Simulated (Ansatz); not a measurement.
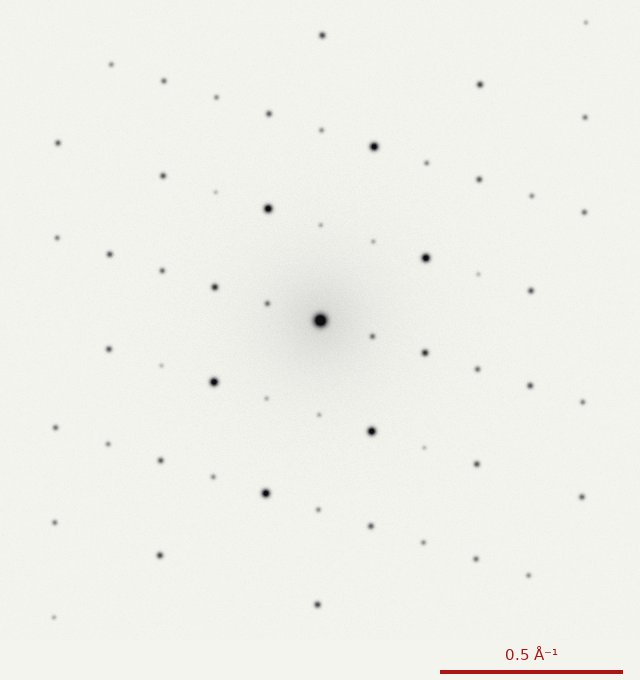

Computed electron diffraction pattern, 100 kV, single scattering only, B = 0.5 Å².

### Describe the geometry of this pattern.

The spots form a centred rectangular net whose two shortest vectors correspond to d = 6.58 Å and 3.82 Å, 73.1° apart.

### What is the point symmetry of the pattern, intensities included?

2mm.

### Which crystal and zone produced it?

This cannot be fixed from one zone alone; the pattern is [101] of SrHgIO2, space group Cmcm (No. 63), a = 5.71 Å, b = 13.17 Å, c = 5.58 Å. The net vectors are 0 2 0 and 1 1 -1 (weak). Structure: the geometry relaxed (final pressure about 7.1 GPa) with Ansatz, DFT, PAW plane waves, r2scan; the starting structure was generated, so it need not be a known form of this composition.
